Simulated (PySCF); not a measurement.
**AlH: from HF to coupled cluster**

Aim: at the PBE0 minimum of singlet AlH, found before, compare methods on energies and levels.

Program: PySCF 2.14.0. Level of theory: several methods, basis Al def2-TZVP, H def2-TZVP, no relativity, density fitting. These are calculated values, not measurements.

## (1) The starting structure

2 atoms, charge 0, spin multiplicity 1.

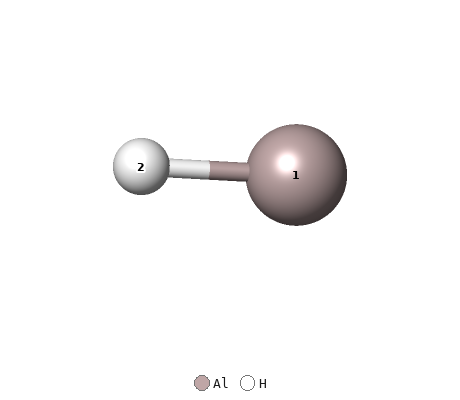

As it starts; aluminium light grey, hydrogen white; atoms are numbered from 1 in the order of the file.

Coordinates in bohr (charge 0 multiplicity 1):
```
Al    0.0000    0.0000   -0.1133
H     0.0000    0.0000    3.0328
```

## (2) CCSD(T)

One driver script runs all steps and calls PySCF; scf.py shows the equivalent input of each level. Each SCF starts from the density of the minimum. The driver also runs the species with one electron less or more at the same geometry (one less: multiplicity 2, one more: multiplicity 2); their logs are not shown.

Input file scf.py:

```python
from pyscf import gto, scf, dft
mol = gto.M(atom='''
Al    -0.000000     0.000000    -0.059947
H      0.000000    -0.000000     1.604891''',
    basis={'Al': 'def2-TZVP', 'H': 'def2-TZVP'},
    charge=0, spin=0)
mf = scf.RHF(mol)
aux = {'Al': 'def2-universal-JKFIT', 'H': 'def2-universal-JKFIT'}
mf = mf.density_fit(auxbasis=aux)
mf.conv_tol = 1e-08
mf.diis_space = 10
mf.max_cycle = 60
mf.verbose = 4
mf.kernel()
from pyscf import cc
mycc = cc.CCSD(mf, frozen=5).run()
mycc.ccsd_t()
```

Run with:

```
> OMP_NUM_THREADS=4 python axn.py task.json out
```

The log of the run:

```text
init E= -242.452186558421
  HOMO = -0.283928644987427  LUMO = 0.0343631019189727  gap/eV = 8.66116
cycle= 1 E= -242.457445224793  delta_E= -0.00526  |g|= 0.0262  |ddm|= 0.137
  HOMO = -0.288013247925383  LUMO = 0.0308916562197138  gap/eV = 8.67784
cycle= 2 E= -242.457628658987  delta_E= -0.000183  |g|= 0.00481  |ddm|= 0.0396
  HOMO = -0.288999880057542  LUMO = 0.030164711882134  gap/eV = 8.68491
cycle= 3 E= -242.457644781425  delta_E= -1.61e-05  |g|= 0.00103  |ddm|= 0.0152
  HOMO = -0.28908843336704  LUMO = 0.0301297288608198  gap/eV = 8.68637
cycle= 4 E= -242.457645664073  delta_E= -8.83e-07  |g|= 0.000223  |ddm|= 0.00417
  HOMO = -0.289091091209938  LUMO = 0.0301329268174242  gap/eV = 8.68653
cycle= 5 E= -242.457645687822  delta_E= -2.37e-08  |g|= 3.55e-05  |ddm|= 0.000657
  HOMO = -0.289084796681458  LUMO = 0.0301368889206489  gap/eV = 8.68646
cycle= 6 E= -242.457645689214  delta_E= -1.39e-09  |g|= 6.05e-06  |ddm|= 0.000193
  HOMO = -0.289084961146511  LUMO = 0.0301362461207472  gap/eV = 8.68645
Extra cycle  E= -242.457645689249  delta_E= -3.54e-11  |g|= 2.38e-06  |ddm|= 3.23e-05
converged SCF energy = -242.457645689249
CCSD nocc = 2, nmo = 38
Init t2, MP2 energy = -242.515358706785  E_corr(MP2) -0.0577130175358522
RCCSD converged
E(RCCSD) = -242.5364290109751  E_corr = -0.07878332172587867
RCCSD(T) correction = -0.00135256667062637
```

This level, with the species of one electron less or more, needed 6.2 s of wall time on 4 threads of Intel Xeon Platinum 8488C (Sapphire Rapids), shared host.

| Quantity | Value |
| --- | --- |
| energy | -242.537782 Eh |
| one electron less (charge +1) | -242.235500 Eh (doublet, ⟨S²⟩ 0.79) |
| one electron more (charge -1) | -242.532738 Eh (doublet, ⟨S²⟩ 0.78) |
| MP2 correlation in its own fitting basis (same spin, opposite spin) | -0.05800 Eh (-0.00304, -0.05496) |
| CCSD, (T) | -0.07878, -0.00135 Eh; T1 0.013, D1 0.023 |

## (3) HF

scf.py, as its differences from that of step 2:

```diff
@@ -15,3 +14,0 @@
-from pyscf import cc
-mycc = cc.CCSD(mf, frozen=5).run()
-mycc.ccsd_t()
```

The log of the run:

```text
init E= -242.452186558421
  HOMO = -0.283928644987428  LUMO = 0.0343631019189708  gap/eV = 8.66116
cycle= 1 E= -242.457445224793  delta_E= -0.00526  |g|= 0.0262  |ddm|= 0.137
  HOMO = -0.288013247925374  LUMO = 0.0308916562197141  gap/eV = 8.67784
cycle= 2 E= -242.457628658987  delta_E= -0.000183  |g|= 0.00481  |ddm|= 0.0396
  HOMO = -0.288999880057537  LUMO = 0.0301647118821319  gap/eV = 8.68491
cycle= 3 E= -242.457644781425  delta_E= -1.61e-05  |g|= 0.00103  |ddm|= 0.0152
  HOMO = -0.289088433367041  LUMO = 0.0301297288608208  gap/eV = 8.68637
cycle= 4 E= -242.457645664073  delta_E= -8.83e-07  |g|= 0.000223  |ddm|= 0.00417
  HOMO = -0.289091091209944  LUMO = 0.0301329268174218  gap/eV = 8.68653
cycle= 5 E= -242.457645687822  delta_E= -2.37e-08  |g|= 3.55e-05  |ddm|= 0.000657
  HOMO = -0.289084796681458  LUMO = 0.0301368889206429  gap/eV = 8.68646
cycle= 6 E= -242.457645689214  delta_E= -1.39e-09  |g|= 6.05e-06  |ddm|= 0.000193
  HOMO = -0.289084961146511  LUMO = 0.0301362461207431  gap/eV = 8.68645
Extra cycle  E= -242.457645689249  delta_E= -3.55e-11  |g|= 2.38e-06  |ddm|= 3.23e-05
converged SCF energy = -242.457645689249
```

This level, with the species of one electron less or more, took under 0.5 s.

- energy: -242.457646 Eh
- one electron less (charge +1): -242.190874 Eh (doublet, ⟨S²⟩ 0.79)
- one electron more (charge -1): -242.441409 Eh (doublet, ⟨S²⟩ 0.78)
- Mulliken charge of Al1: +0.18 e

## (4) MP2

scf.py, as its differences from that of step 3:

```diff
@@ -14,0 +15,2 @@
+from pyscf.mp import dfmp2
+dfmp2.DFMP2(mf, frozen=5).kernel()  # the driver gives MP2 a fitting basis of its own (RI)
```

The log of the run:

```text
init E= -242.452186558421
  HOMO = -0.283928644987427  LUMO = 0.0343631019189737  gap/eV = 8.66116
cycle= 1 E= -242.457445224793  delta_E= -0.00526  |g|= 0.0262  |ddm|= 0.137
  HOMO = -0.288013247925376  LUMO = 0.0308916562197133  gap/eV = 8.67784
cycle= 2 E= -242.457628658987  delta_E= -0.000183  |g|= 0.00481  |ddm|= 0.0396
  HOMO = -0.288999880057537  LUMO = 0.0301647118821311  gap/eV = 8.68491
cycle= 3 E= -242.457644781425  delta_E= -1.61e-05  |g|= 0.00103  |ddm|= 0.0152
  HOMO = -0.289088433367045  LUMO = 0.030129728860819  gap/eV = 8.68637
cycle= 4 E= -242.457645664073  delta_E= -8.83e-07  |g|= 0.000223  |ddm|= 0.00417
  HOMO = -0.289091091209942  LUMO = 0.0301329268174229  gap/eV = 8.68653
cycle= 5 E= -242.457645687822  delta_E= -2.37e-08  |g|= 3.55e-05  |ddm|= 0.000657
  HOMO = -0.289084796681456  LUMO = 0.0301368889206496  gap/eV = 8.68646
cycle= 6 E= -242.457645689214  delta_E= -1.39e-09  |g|= 6.05e-06  |ddm|= 0.000193
  HOMO = -0.289084961146514  LUMO = 0.0301362461207471  gap/eV = 8.68645
Extra cycle  E= -242.45764568925  delta_E= -3.6e-11  |g|= 2.38e-06  |ddm|= 3.23e-05
converged SCF energy = -242.45764568925
```

This level, with the species of one electron less or more, took under 0.5 s.

```
energy                                                              : -242.515646 Eh
one electron less (charge +1)                                       : -242.221509 Eh (doublet, ⟨S²⟩ 0.79)
one electron more (charge -1)                                       : -242.507327 Eh (doublet, ⟨S²⟩ 0.78)
MP2 correlation in its own fitting basis (same spin, opposite spin) : -0.05800 Eh (-0.00304, -0.05496)
```

## (5) PBE0

scf.py, as its differences from that of step 4:

```diff
@@ -7 +7,2 @@
-mf = scf.RHF(mol)
+mf = dft.RKS(mol, xc='PBE0')
+mf.grids.atom_grid = (75, 302)
@@ -15,2 +15,0 @@
-from pyscf.mp import dfmp2
-dfmp2.DFMP2(mf, frozen=5).kernel()  # the driver gives MP2 a fitting basis of its own (RI)
```

The log of the run:

```text
init E= -242.859931626995
  HOMO = -0.214094377132611  LUMO = -0.0660239346333304  gap/eV = 4.02920
cycle= 1 E= -242.859931626997  delta_E= -1.28e-12  |g|= 1.05e-06  |ddm|= 2.88e-06
  HOMO = -0.214094463816974  LUMO = -0.0660239621539276  gap/eV = 4.02920
Extra cycle  E= -242.859931626997  delta_E=    0  |g|= 5.04e-07  |ddm|= 1.39e-06
converged SCF energy = -242.859931626997
```

This level, with the species of one electron less or more, took under 0.5 s.

```
energy                        : -242.859932 Eh
one electron less (charge +1) : -242.561102 Eh (doublet, ⟨S²⟩ 0.76)
one electron more (charge -1) : -242.862134 Eh (doublet, ⟨S²⟩ 0.76)
Mulliken charge of Al1        : +0.14 e
```

## (6) PBE

scf.py, as its differences from that of step 5:

```diff
@@ -7 +7 @@
-mf = dft.RKS(mol, xc='PBE0')
+mf = dft.RKS(mol, xc='PBE')
```

The log of the run:

```text
init E= -242.836887150661
  HOMO = -0.179600042064259  LUMO = -0.0934494911396732  gap/eV = 2.34428
cycle= 1 E= -242.837677089087  delta_E= -0.00079  |g|= 0.0114  |ddm|= 0.056
  HOMO = -0.180197109601608  LUMO = -0.0932385274735684  gap/eV = 2.36626
cycle= 2 E= -242.83768514504  delta_E= -8.06e-06  |g|= 0.00689  |ddm|= 0.00829
  HOMO = -0.179879031140777  LUMO = -0.0931588967621702  gap/eV = 2.35978
cycle= 3 E= -242.837688358736  delta_E= -3.21e-06  |g|= 0.000211  |ddm|= 0.00298
  HOMO = -0.179893805615063  LUMO = -0.0931964030892369  gap/eV = 2.35916
cycle= 4 E= -242.837688377491  delta_E= -1.88e-08  |g|= 0.000106  |ddm|= 0.000702
  HOMO = -0.179886915706604  LUMO = -0.0931922302962743  gap/eV = 2.35908
cycle= 5 E= -242.83768838386  delta_E= -6.37e-09  |g|= 2.41e-05  |ddm|= 0.000249
  HOMO = -0.17988922175401  LUMO = -0.0931901323467307  gap/eV = 2.35920
Extra cycle  E= -242.837688383898  delta_E= -3.87e-11  |g|= 2.23e-05  |ddm|= 9.6e-05
converged SCF energy = -242.837688383898
```

This level, with the species of one electron less or more, needed 0.8 s of wall time on 4 threads of Intel Xeon Platinum 8488C (Sapphire Rapids), shared host.

| Quantity | Value |
| --- | --- |
| energy | -242.837688 Eh |
| one electron less (charge +1) | -242.538871 Eh (doublet, ⟨S²⟩ 0.76) |
| one electron more (charge -1) | -242.838914 Eh (doublet, ⟨S²⟩ 0.76) |
| Mulliken charge of Al1 | +0.13 e |

## (7) B3LYP

scf.py, as its differences from that of step 6:

```diff
@@ -7 +7 @@
-mf = dft.RKS(mol, xc='PBE')
+mf = dft.RKS(mol, xc='B3LYP')
```

The log of the run:

```text
init E= -243.005455382685
  HOMO = -0.209435874002128  LUMO = -0.0720722364827041  gap/eV = 3.73785
cycle= 1 E= -243.005994456444  delta_E= -0.000539  |g|= 0.00562  |ddm|= 0.0591
  HOMO = -0.208135070525886  LUMO = -0.0716462132283002  gap/eV = 3.71405
cycle= 2 E= -243.006002890865  delta_E= -8.43e-06  |g|= 0.00286  |ddm|= 0.0135
  HOMO = -0.208441892273438  LUMO = -0.0716731576974974  gap/eV = 3.72167
cycle= 3 E= -243.006006051615  delta_E= -3.16e-06  |g|= 0.000184  |ddm|= 0.00462
  HOMO = -0.208468714620379  LUMO = -0.0716974218066961  gap/eV = 3.72174
cycle= 4 E= -243.006006065467  delta_E= -1.39e-08  |g|= 8.74e-05  |ddm|= 0.000609
  HOMO = -0.208468926314575  LUMO = -0.0716937425913228  gap/eV = 3.72184
cycle= 5 E= -243.006006067641  delta_E= -2.17e-09  |g|= 7.72e-06  |ddm|= 0.000112
  HOMO = -0.208467500517601  LUMO = -0.0716934398398913  gap/eV = 3.72181
Extra cycle  E= -243.006006067651  delta_E= -1.05e-11  |g|= 3.69e-06  |ddm|= 1.69e-05
converged SCF energy = -243.006006067651
```

This level, with the species of one electron less or more, took 0.7 s.

- energy: -243.006006 Eh
- one electron less (charge +1): -242.702909 Eh (doublet, ⟨S²⟩ 0.76)
- one electron more (charge -1): -243.003624 Eh (doublet, ⟨S²⟩ 0.76)
- Mulliken charge of Al1: +0.16 e

## (8) r2SCAN

scf.py, as its differences from that of step 7:

```diff
@@ -7,2 +7,2 @@
-mf = dft.RKS(mol, xc='B3LYP')
-mf.grids.atom_grid = (75, 302)
+mf = dft.RKS(mol, xc='R2SCAN')
+mf.grids.atom_grid = (90, 434)
```

The log of the run:

```text
init E= -242.941203884157
  HOMO = -0.185922323280927  LUMO = -0.0854467656189362  gap/eV = 2.73408
cycle= 1 E= -242.941465944167  delta_E= -0.000262  |g|= 0.00819  |ddm|= 0.0722
  HOMO = -0.186801616453618  LUMO = -0.087258199167232  gap/eV = 2.70871
cycle= 2 E= -242.941473893071  delta_E= -7.95e-06  |g|= 0.00336  |ddm|= 0.0128
  HOMO = -0.186720163280562  LUMO = -0.086922921305412  gap/eV = 2.71562
cycle= 3 E= -242.941476316089  delta_E= -2.42e-06  |g|= 0.000414  |ddm|= 0.0053
  HOMO = -0.186703584712829  LUMO = -0.0869344099349907  gap/eV = 2.71486
cycle= 4 E= -242.941476419427  delta_E= -1.03e-07  |g|= 4.34e-05  |ddm|= 0.000879
  HOMO = -0.186702530475896  LUMO = -0.0869337629692973  gap/eV = 2.71485
cycle= 5 E= -242.941476419907  delta_E= -4.8e-10  |g|= 1.4e-05  |ddm|= 0.000133
  HOMO = -0.18670466010054  LUMO = -0.0869374938369546  gap/eV = 2.71480
Extra cycle  E= -242.94147641994  delta_E= -3.32e-11  |g|= 9.17e-06  |ddm|= 2.56e-05
converged SCF energy = -242.94147641994
```

This level, with the species of one electron less or more, took 1.8 s.

```
energy                        : -242.941476 Eh
one electron less (charge +1) : -242.646771 Eh (doublet, ⟨S²⟩ 0.77)
one electron more (charge -1) : -242.947521 Eh (doublet, ⟨S²⟩ 0.76)
Mulliken charge of Al1        : +0.17 e
```

## (9) wB97X

scf.py, as its differences from that of step 8:

```diff
@@ -7,2 +7,2 @@
-mf = dft.RKS(mol, xc='R2SCAN')
-mf.grids.atom_grid = (90, 434)
+mf = dft.RKS(mol, xc='WB97X')
+mf.grids.atom_grid = (75, 302)
```

The log of the run:

```text
init E= -242.968215670216
  HOMO = -0.292350520838518  LUMO = 0.00438430619252499  gap/eV = 8.07457
cycle= 1 E= -242.96864889207  delta_E= -0.000433  |g|= 0.0062  |ddm|= 0.0827
  HOMO = -0.292880900510953  LUMO = 0.00387613964962491  gap/eV = 8.07517
cycle= 2 E= -242.968673135474  delta_E= -2.42e-05  |g|= 0.00163  |ddm|= 0.0232
  HOMO = -0.293068637344911  LUMO = 0.0038205597740542  gap/eV = 8.07877
cycle= 3 E= -242.96867541459  delta_E= -2.28e-06  |g|= 0.000321  |ddm|= 0.00871
  HOMO = -0.293099849777334  LUMO = 0.00380464445121794  gap/eV = 8.07918
cycle= 4 E= -242.96867545696  delta_E= -4.24e-08  |g|= 9.54e-05  |ddm|= 0.00117
  HOMO = -0.293101767339303  LUMO = 0.0038074797650149  gap/eV = 8.07931
cycle= 5 E= -242.968675460427  delta_E= -3.47e-09  |g|= 1.26e-05  |ddm|= 0.000374
  HOMO = -0.293100640854579  LUMO = 0.00380953332733324  gap/eV = 8.07934
Extra cycle  E= -242.968675460607  delta_E= -1.8e-10  |g|= 4.79e-06  |ddm|= 7.29e-05
converged SCF energy = -242.968675460607
```

This level, with the species of one electron less or more, took 0.8 s.

```
energy                        : -242.968675 Eh
one electron less (charge +1) : -242.665203 Eh (doublet, ⟨S²⟩ 0.76)
one electron more (charge -1) : -242.964933 Eh (doublet, ⟨S²⟩ 0.76)
Mulliken charge of Al1        : +0.17 e
```

## (10) Comparison of the levels

| level | atomisation energy (kJ/mol) | vertical ionisation energy (eV) | vertical electron affinity (eV) | −ε(HOMO) (eV) | gap (eV) | dipole (D) | wall time |
| --- | --- | --- | --- | --- | --- | --- | --- |
| CCSD(T) | 294 | 8.23 | -0.14 | – | – | – | 6.2 s |
| HF | 219 | 7.26 | -0.44 | 7.87 | 8.69 | 0.01 | under 0.5 s |
| MP2 | 280 | 8.00 | -0.23 | – | – | – | under 0.5 s |
| PBE0 | 289 | 8.13 | 0.06 | 5.83 | 4.03 | 0.09 | under 0.5 s |
| PBE | 290 | 8.13 | 0.03 | 4.90 | 2.36 | 0.12 | 0.8 s |
| B3LYP | 305 | 8.25 | -0.06 | 5.67 | 3.72 | 0.22 | 0.7 s |
| r2SCAN | 291 | 8.02 | 0.16 | 5.08 | 2.71 | 0.04 | 1.8 s |
| wB97X | 305 | 8.26 | -0.10 | 7.98 | 8.08 | 0.07 | 0.8 s |

Times are for 4 threads of Intel Xeon Platinum 8488C (Sapphire Rapids), shared host; PBE0 starts from its own converged density, so its time is not comparable. A dash stands where a species or a free atom was not run at that level, or the quantity is not defined.

Atomisation goes to high-spin atoms in their ground configurations, run at the same level, without zero-point energy.

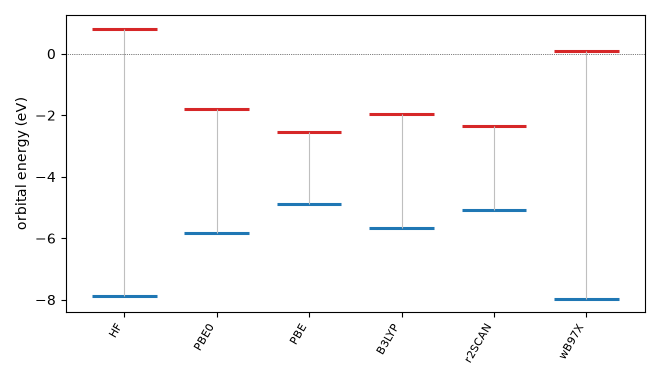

Highest occupied (blue) and lowest empty (red) levels by method.

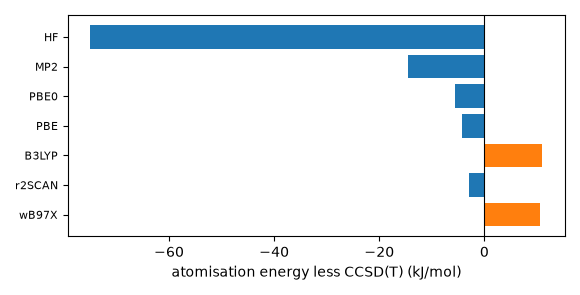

Deviation of the atomisation energy from CCSD(T).

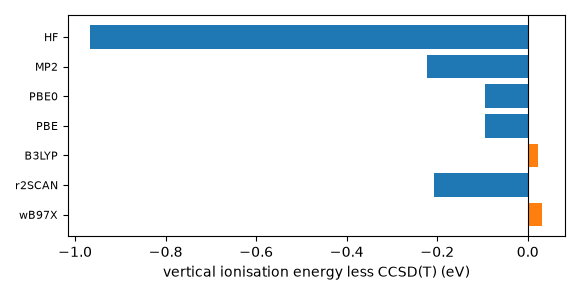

Deviation of the vertical ionisation energy from CCSD(T).

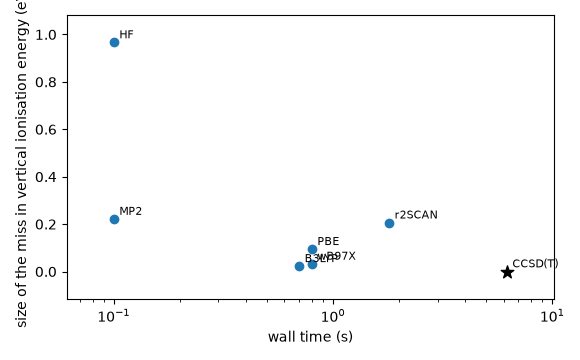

Cost against accuracy: time of each level and its distance from CCSD(T) in the vertical ionisation energy.

## (11) Results

| quantity | value |
| --- | --- |
| atomisation energy, CCSD(T) in this basis | 294 kJ/mol |
| vertical ionisation energy, CCSD(T) | 8.23 eV |
| vertical electron affinity | negative in this basis |
| orbital gap, range | 2.36 (PBE) to 8.69 (HF) eV |
| T1, D1 | 0.013, 0.023 |
| T1, D1 of the cation | 0.024, 0.044 |
| T1, D1 of the anion | 0.025, 0.055 |

In atomisation energy the functionals lie from -6 kJ/mol (PBE0) to +11 kJ/mol (B3LYP) against CCSD(T). In a basis of this size CCSD(T) binds too weakly, often by tens of kJ/mol, while functionals are nearer their limits, so this ranks no functional. HF lacks the correlation that pairing electrons in bonds brings, so it binds too weakly, by 75 kJ/mol even against this CCSD(T). For the vertical ionisation energy, B3LYP comes nearest to CCSD(T) (+0.02 eV) and HF is farthest (-0.97 eV). CCSD(T) took 6.2 s, about 9 times as long as B3LYP (0.7 s), which misses it by 0.02 eV. A negative electron affinity (at CCSD(T)) reflects the basis more than the molecule, so no ranking is made on it; without diffuse functions even a bound anion can come out this way. PBE's −ε(HOMO), 4.9 eV, falls 3.3 eV short of the ionisation energy, while its energy difference gives 8.1 eV.
